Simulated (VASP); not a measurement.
Band structure of Cs (bcc). Computed with PBE GGA with D3 dispersion (zero damping), VASP's PBE PAW potentials (set 64) (plane waves; VASP 6.6.1).

Unless said otherwise, spin-orbit coupling is left out, though it shifts the bands of the heavy elements here.

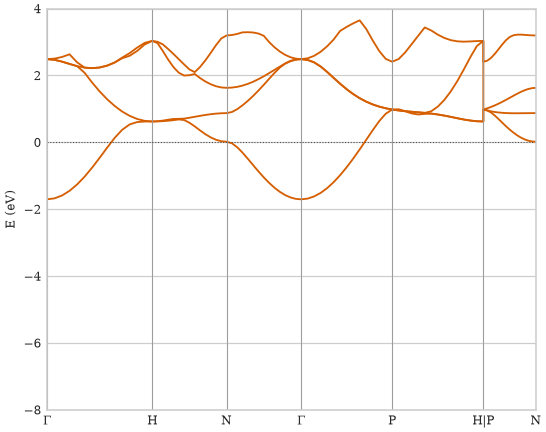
Figure: Bands along high-symmetry lines, zero at the valence-band maximum or, without a gap, the Fermi level

Question: Read the plot: is there a gap, and where are the band edges?

Answer: It has no gap at this level: it comes out as a metal or semimetal. (Edges off the drawn lines would not show.)

The compound is Cs in the bcc structure. The cell was not relaxed at this level.
